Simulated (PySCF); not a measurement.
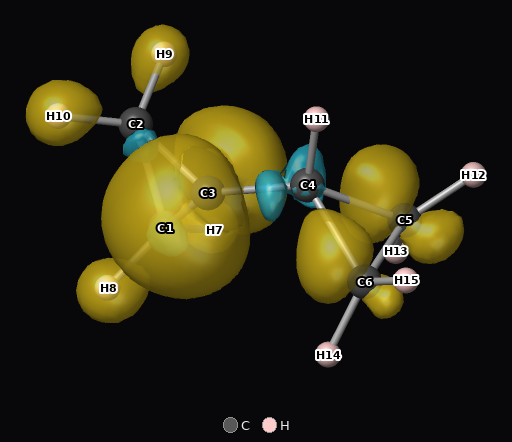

*C₆H₉ (SMILES C1C[C]1C1CC1) (doublet). Isosurfaces of the spin density at +0.02 (yellow) and −0.02 e/Å³ (cyan), seen at a tilt.*

Geometry: GFN2-xTB.

The calculation used PySCF 2.14.0, density-fitted response routines, UKS B3LYP, pcH-1 on C H, non-relativistic, mean-field spin-orbit, GIAO.

```xyz
15

C    -1.4000   -0.3197    1.0503
C    -2.0906    0.2318   -0.1859
C    -0.6743    0.4941    0.0737
C     0.5595    0.4181   -0.6512
C     1.5183   -0.7574   -0.4677
C     1.8773    0.5781    0.0824
H    -1.2108   -1.3871    1.1156
H    -1.6659    0.1149    2.0057
H    -2.3716   -0.4509   -0.9820
H    -2.8116    1.0275   -0.0452
H     0.5196    0.8462   -1.6476
H     2.0328   -1.1157   -1.3461
H     1.2260   -1.5316    0.2241
H     1.8302    0.7119    1.1522
H     2.6566    1.1477   -0.4002
```

> Where is the unpaired spin?

The unpaired spin (1 electron) lies mostly on C3 (about 0.6), in electrons by Hirshfeld's partition.
